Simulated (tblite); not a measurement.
**Saddle-point search of C$_{5}$H$_{10}$O$_{2}$Si**

C$_{5}$H$_{10}$O$_{2}$Si, computed with GFN2-xTB saddle search (eigenvector following) and harmonic vibrations, gas phase (tblite 0.8.0).

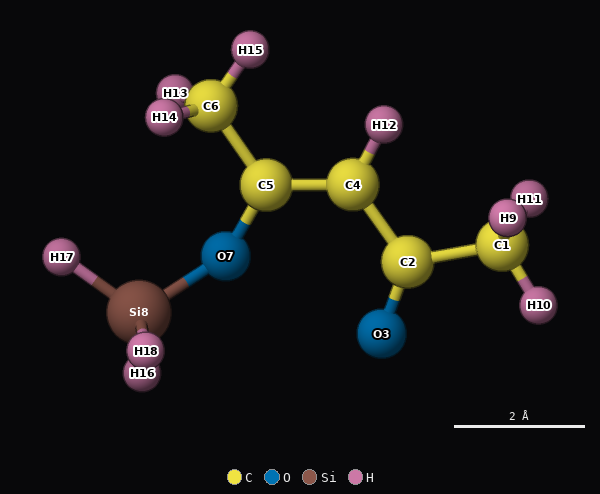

Fig. 1: The starting structure (ball-and-stick view, seen on its broad side; atoms are numbered from 1 in the order of the input). Bond lengths as drawn: C–C 1.35 to 1.52 Å, C–H 1.08 to 1.09 Å, C–O 1.21 to 1.32 Å, H–Si 1.45 to 1.47 Å and O–Si 1.62 Å.

## The input
```
{"job": {"xc": "GFN2-xTB", "basis": "xTB", "kind": "saddle"}, "charge": 0, "multiplicity": 1}
C      3.165332     0.008529     0.034616
C      1.727274    -0.469390     0.044651
O      1.435099    -1.605230     0.352978
C      0.758736     0.562907    -0.322087
C     -0.576802     0.374766    -0.330857
C     -1.546623     1.477228    -0.631261
O     -1.101707    -0.817687    -0.099078
Si    -2.300580    -1.527645     0.732311
H      3.279418     0.853423     0.710268
H      3.823010    -0.798044     0.347057
H      3.439171     0.332314    -0.967290
H      1.147425     1.538287    -0.568599
H     -2.191786     1.180678    -1.456652
H     -2.179240     1.646470     0.240124
H     -1.031804     2.397718    -0.886057
H     -2.235851    -2.867636     0.179932
H     -3.585646    -0.870102     0.456682
H     -2.025426    -1.416585     2.163263
```

The first line tells a small driver script what to run in tblite; the rest is the geometry in Å.

Run as:
```bash
OMP_NUM_THREADS=1 python <driver script> task.json out
```

## Log
```
step      E/eV     max force
  0    -699.31485   0.0203
  1    -699.31607   0.0463
  2    -699.31611   0.0174
  3    -699.31627   0.0216
  4    -699.31631   0.0060
  5    -699.31631   0.0014
lowest wavenumbers (cm-1): -47.3 45.9 79.2 114.9 120.5 129.2
```

## Trajectory as extended XYZ (Å, eV, eV/Å), 6 frames, from step=0 to step=5
```
18
Properties=species:S:1:pos:R:3:forces:R:3 step=0 energy=-699.31485
C     3.1653    0.0085    0.0346    0.0080   0.0010  -0.0050
C     1.7273   -0.4694    0.0447   -0.0050  -0.0140   0.0060
O     1.4351   -1.6052    0.3530    0.0040   0.0030   0.0000
C     0.7587    0.5629   -0.3221    0.0000   0.0010   0.0080
C    -0.5768    0.3748   -0.3309    0.0060  -0.0110  -0.0060
C    -1.5466    1.4772   -0.6313   -0.0110   0.0050   0.0160
O    -1.1017   -0.8177   -0.0991    0.0020  -0.0030  -0.0040
Si   -2.3006   -1.5276    0.7323    0.0010   0.0020  -0.0030
H     3.2794    0.8534    0.7103   -0.0030   0.0050  -0.0010
H     3.8230   -0.7980    0.3471    0.0030   0.0040  -0.0040
H     3.4392    0.3323   -0.9673   -0.0090   0.0040  -0.0040
H     1.1474    1.5383   -0.5686   -0.0030  -0.0020   0.0200
H    -2.1918    1.1807   -1.4567   -0.0060  -0.0030  -0.0050
H    -2.1792    1.6465    0.2401    0.0080  -0.0060  -0.0070
H    -1.0318    2.3977   -0.8861    0.0070  -0.0020  -0.0050
H    -2.2359   -2.8676    0.1799   -0.0050  -0.0010   0.0030
H    -3.5856   -0.8701    0.4567    0.0000   0.0090  -0.0070
H    -2.0254   -1.4166    2.1633    0.0050   0.0090  -0.0010
18
Properties=species:S:1:pos:R:3:forces:R:3 step=1 energy=-699.31607
C     3.1566    0.0075    0.0385    0.0070  -0.0020  -0.0050
C     1.7184   -0.4699    0.0729    0.0010  -0.0080   0.0010
O     1.4267   -1.6017    0.3955    0.0020   0.0080  -0.0020
C     0.7501    0.5626   -0.2945   -0.0380  -0.0010   0.0000
C    -0.5833    0.3684   -0.3490    0.0290  -0.0100   0.0000
C    -1.5478    1.4737   -0.6572    0.0010  -0.0010   0.0020
O    -1.1162   -0.8306   -0.1609   -0.0160   0.0120   0.0220
Si   -2.2827   -1.5274    0.7308    0.0080   0.0070   0.0010
H     3.2842    0.8394    0.7284    0.0000  -0.0060  -0.0070
H     3.8236   -0.8033    0.3201   -0.0100   0.0120  -0.0050
H     3.4049    0.3529   -0.9634   -0.0040  -0.0040   0.0160
H     1.1396    1.5456   -0.5096   -0.0100  -0.0140   0.0050
H    -2.1952    1.1749   -1.4801    0.0000   0.0000   0.0000
H    -2.1785    1.6513    0.2136    0.0020  -0.0010  -0.0020
H    -1.0277    2.3898   -0.9176    0.0000  -0.0010   0.0000
H    -2.2772   -2.8598    0.1536   -0.0020   0.0270   0.0140
H    -3.5662   -0.8340    0.5307    0.0400  -0.0170   0.0040
H    -1.9293   -1.4394    2.1481   -0.0110  -0.0010  -0.0450
18
Properties=species:S:1:pos:R:3:forces:R:3 step=2 energy=-699.31611
C     3.1622    0.0082    0.0314    0.0030   0.0000  -0.0030
C     1.7241   -0.4690    0.0645    0.0000  -0.0060   0.0020
O     1.4333   -1.6018    0.3846    0.0030   0.0020  -0.0010
C     0.7545    0.5631   -0.3004    0.0060   0.0000   0.0030
C    -0.5793    0.3707   -0.3355   -0.0010  -0.0020  -0.0020
C    -1.5464    1.4738   -0.6431   -0.0040   0.0020   0.0050
O    -1.1073   -0.8252   -0.1263    0.0080  -0.0030  -0.0100
Si   -2.2944   -1.5271    0.7289   -0.0020  -0.0020  -0.0020
H     3.2888    0.8437    0.7168   -0.0010   0.0010  -0.0020
H     3.8272   -0.8014    0.3191   -0.0010   0.0030  -0.0020
H     3.4140    0.3474   -0.9713   -0.0040   0.0010   0.0010
H     1.1427    1.5429   -0.5291    0.0010   0.0020   0.0060
H    -2.1927    1.1738   -1.4664   -0.0020  -0.0010  -0.0010
H    -2.1779    1.6502    0.2273    0.0030  -0.0030  -0.0020
H    -1.0284    2.3910   -0.9038    0.0020  -0.0010  -0.0010
H    -2.2549   -2.8649    0.1705   -0.0020  -0.0090  -0.0030
H    -3.5758   -0.8533    0.4794   -0.0140   0.0090  -0.0050
H    -1.9899   -1.4221    2.1534    0.0050   0.0050   0.0150
18
Properties=species:S:1:pos:R:3:forces:R:3 step=3 energy=-699.31627
C     3.1571    0.0078    0.0357   -0.0010   0.0000   0.0000
C     1.7192   -0.4694    0.0755   -0.0010   0.0000   0.0000
O     1.4284   -1.6008    0.4000    0.0000   0.0000   0.0000
C     0.7500    0.5628   -0.2904   -0.0130   0.0000   0.0000
C    -0.5827    0.3679   -0.3462    0.0100  -0.0040   0.0000
C    -1.5473    1.4728   -0.6557    0.0000   0.0000   0.0010
O    -1.1147   -0.8310   -0.1582   -0.0080   0.0040   0.0100
Si   -2.2840   -1.5271    0.7289    0.0020   0.0030   0.0010
H     3.2872    0.8411    0.7230    0.0000   0.0020   0.0020
H     3.8244   -0.8021    0.3167    0.0020  -0.0020   0.0010
H     3.4021    0.3508   -0.9671    0.0000   0.0010  -0.0030
H     1.1387    1.5460   -0.5046   -0.0040  -0.0050   0.0020
H    -2.1952    1.1726   -1.4778    0.0000   0.0000   0.0000
H    -2.1774    1.6519    0.2151    0.0000   0.0000   0.0000
H    -1.0272    2.3883   -0.9181    0.0000   0.0000   0.0000
H    -2.2768   -2.8600    0.1546   -0.0010   0.0130   0.0070
H    -3.5653   -0.8340    0.5223    0.0190  -0.0080   0.0020
H    -1.9365   -1.4374    2.1463   -0.0050  -0.0010  -0.0210
18
Properties=species:S:1:pos:R:3:forces:R:3 step=4 energy=-699.31631
C     3.1541    0.0055    0.0374    0.0030   0.0010   0.0000
C     1.7155   -0.4695    0.0780    0.0000  -0.0010   0.0000
O     1.4229   -1.6000    0.4040    0.0000   0.0010   0.0000
C     0.7480    0.5640   -0.2889    0.0000   0.0000   0.0010
C    -0.5844    0.3700   -0.3491    0.0000   0.0010   0.0000
C    -1.5478    1.4753   -0.6607    0.0010   0.0000   0.0000
O    -1.1175   -0.8287   -0.1639   -0.0040  -0.0040   0.0020
Si   -2.2780   -1.5286    0.7307    0.0030   0.0040   0.0010
H     3.2867    0.8346    0.7296    0.0000  -0.0030  -0.0030
H     3.8211   -0.8071    0.3123   -0.0030   0.0040  -0.0010
H     3.3973    0.3543   -0.9642    0.0000  -0.0010   0.0040
H     1.1377    1.5469   -0.5010    0.0000   0.0010   0.0000
H    -2.1938    1.1757   -1.4845    0.0000   0.0000   0.0000
H    -2.1800    1.6543    0.2086    0.0000   0.0000   0.0000
H    -1.0268    2.3907   -0.9214    0.0000   0.0000   0.0000
H    -2.2739   -2.8596    0.1541    0.0000  -0.0020  -0.0010
H    -3.5601   -0.8361    0.5343    0.0010   0.0000   0.0010
H    -1.9211   -1.4417    2.1449   -0.0010   0.0000  -0.0030
18
Properties=species:S:1:pos:R:3:forces:R:3 step=5 energy=-699.31631
C     3.1551    0.0062    0.0366   -0.0010   0.0000   0.0000
C     1.7167   -0.4696    0.0770    0.0000   0.0000   0.0000
O     1.4247   -1.6006    0.4020    0.0000   0.0000   0.0000
C     0.7485    0.5635   -0.2891   -0.0010   0.0000   0.0000
C    -0.5839    0.3692   -0.3481    0.0010   0.0000   0.0000
C    -1.5476    1.4745   -0.6585    0.0000   0.0000   0.0000
O    -1.1166   -0.8296   -0.1624    0.0000   0.0000   0.0000
Si   -2.2798   -1.5280    0.7296    0.0010   0.0010   0.0000
H     3.2866    0.8378    0.7257    0.0000   0.0010   0.0010
H     3.8220   -0.8049    0.3151    0.0010  -0.0010   0.0000
H     3.3992    0.3513   -0.9658    0.0000   0.0000  -0.0010
H     1.1378    1.5467   -0.5014    0.0000  -0.0010   0.0000
H    -2.1943    1.1751   -1.4818    0.0000   0.0000   0.0000
H    -2.1791    1.6532    0.2114    0.0000   0.0000   0.0000
H    -1.0269    2.3901   -0.9193    0.0000   0.0000   0.0000
H    -2.2741   -2.8601    0.1555    0.0000  -0.0010   0.0000
H    -3.5613   -0.8360    0.5286   -0.0010   0.0000   0.0000
H    -1.9270   -1.4386    2.1445    0.0000   0.0000   0.0000
```

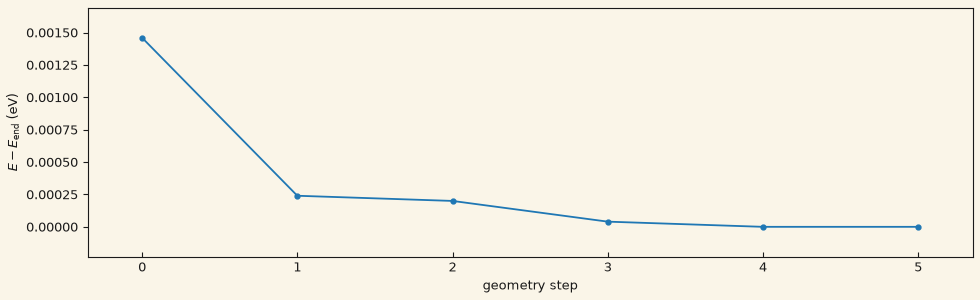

Fig. 2: Progress of the saddle-point search, step by step (steps are counted from 0).

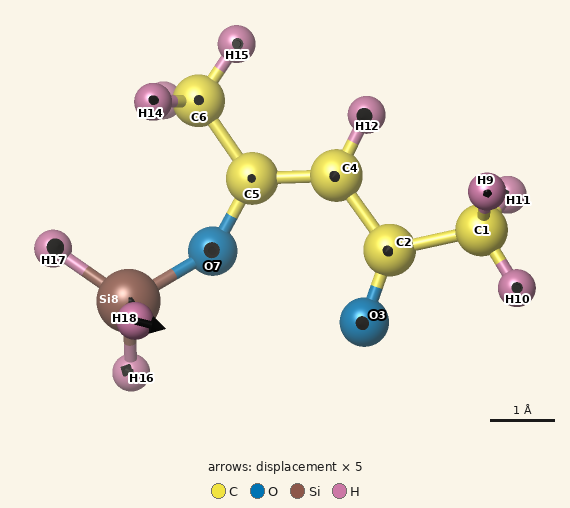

Fig. 3: The starting structure with the displacements as black arrows, magnified 5 times (ball-and-stick view, seen on its broad side). The two geometries are laid on each other by the best rigid fit. The atom that moves furthest after the best rigid fit is H18 (0.10 Å). Largest moves by element: H 0.10 Å, O 0.07 Å, C 0.03 Å, Si 0.02 Å. Among the angles that change: C5–O7–Si8 141.0° → 139.0°. After 5 geometry steps the energy has fallen by 0.001 eV. Largest force component: 0.02 eV/Å at the start, 0.001 eV/Å at the end. (Atoms are counted from 1 in the order of the input.)

## Results in brief

```json
{"quantity": "outcome", "value": "converged"}
{"quantity": "total energy", "value": "−699.3163 eV"}
{"quantity": "point group", "value": "C1"}
{"quantity": "hardware", "value": "1 CPU thread, shared host"}
{"quantity": "wall time", "value": "4.4 s"}
{"quantity": "peak memory", "value": "0.2 GiB"}
```
